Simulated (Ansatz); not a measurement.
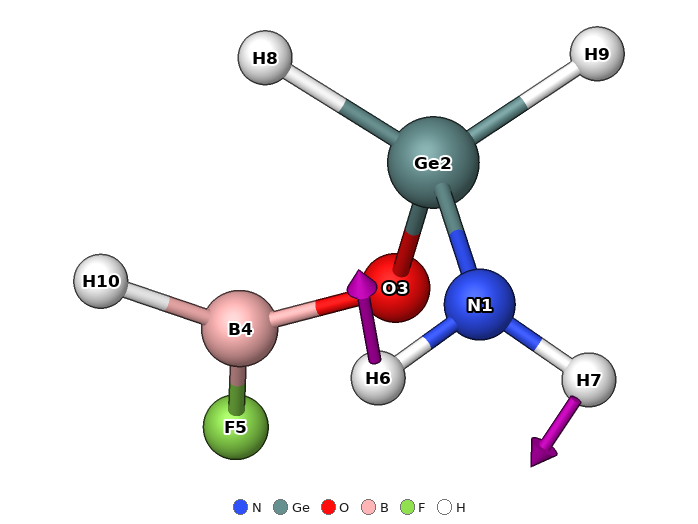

The arrows show one normal mode. Harmonic vibrations computed with RKS PBE0-D4/def2-TZVP (Ansatz 0.2.0) at a stationary point of the same level.

Question: Describe the motion.

Answer: A torsion or out-of-plane motion in which bond lengths and bond angles hardly change.

Question: At what wavenumber does it lie?

Answer: 245 cm⁻¹; it is mode 5 of 24 counted from the lowest.
